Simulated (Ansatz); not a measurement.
**Converging shifted k-point meshes: Zr2Au (I4mm, 3 atoms in the cell)**

```yaml
crystal:
  lattice:
    - [-1.65513, 1.65513, 5.84295]
    - [1.65513, -1.65513, 5.84295]
    - [1.65513, 1.65513, -5.84295]
  atoms:
    - { symbol: Zr, position: [0.66398, 0.66398, 0.00000] }
    - { symbol: Zr, position: [0.34030, 0.34030, 0.00000] }
    - { symbol: Au, position: [0.00000, 0.00000, 0.00000] }
```

Method: PBEsol, default PAW files made with PBE (plane waves; Ansatz, a program for electronic structure).

Base settings: basis.ecutwfc = 420 eV; kpoints.mp_grid.grid = 12 12 12; hamiltonian.xc = pbesol; hamiltonian.pseudopotentials = {kind: paw} (the program's default PAW files); scf.occupations.method = fermi_dirac; scf.occupations.width = 0.1 eV.

In this ladder: kpoints.mp_grid.shift = 0.5 0.5 0.5.

Only quantities that move along the ladder and can be compared are tabulated.

The count of work is k-points × plane waves × bands × iterations; it is no time. 

The starting cell comes from a database of computed structures (which also holds hypothetical and non-ambient phases and stackings), without a prior relaxation at this level. Its lattice was rescaled by up to half a per cent. One atom was moved a little off its site on purpose. In the base run, with a pressure of about -5 GPa the cell is away from its equilibrium volume at this level. Ansatz's pressure includes its estimate of the finite-basis (Pulay) stress.

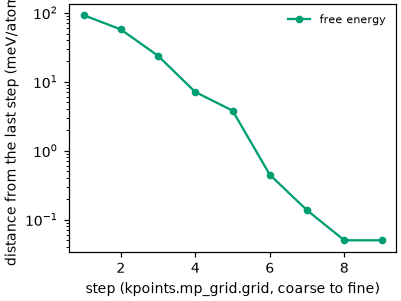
*Distance from the last step along the ladder; very small values are drawn at a floor.*

```tsv
kpoints.mp_grid.grid	free energy less the last step's (meV/atom)	pressure (GPa)	largest difference of a force vector from the last step's (eV/Å)	count of work / last
2 2 2	92.36	-6.00	0.083	0.0018
3 3 3	57.28	-4.43	0.175	0.0035
4 4 4	-23.71	-5.26	0.052	0.0065
5 5 5	7.07	-4.63	0.143	0.0091
6 6 6	-3.80	-4.92	0.039	0.014
8 8 8	0.45	-4.83	0.008	0.028
10 10 10	0.14	-4.84	0.005	0.050
12 12 12	-0.03	-4.85	0.001	0.080
15 15 15	-0.03	-4.85	0.000	0.15
30 30 30	0.00	-4.85	0.000	1.0
```

Coarsest kpoints.mp_grid.grid that holds the forces within 0.02 eV/Å of the last step, with all finer ones: 8 8 8, at 0.028 of the last step's count of work; the step before is off by 0.039 eV/Å.

Coarsest kpoints.mp_grid.grid that holds the free energy within 1 meV/atom of the last step, with all finer ones: 8 8 8, at 0.028 of the last step's count of work; the step before is off by 3.8 meV/atom.

Coarsest kpoints.mp_grid.grid that holds the pressure within 1 GPa of the last step, with all finer ones: 3 3 3, at 0.0035 of the last step's count of work; the step before is off by 1.2 GPa.

Keys are those of Ansatz 0.2.
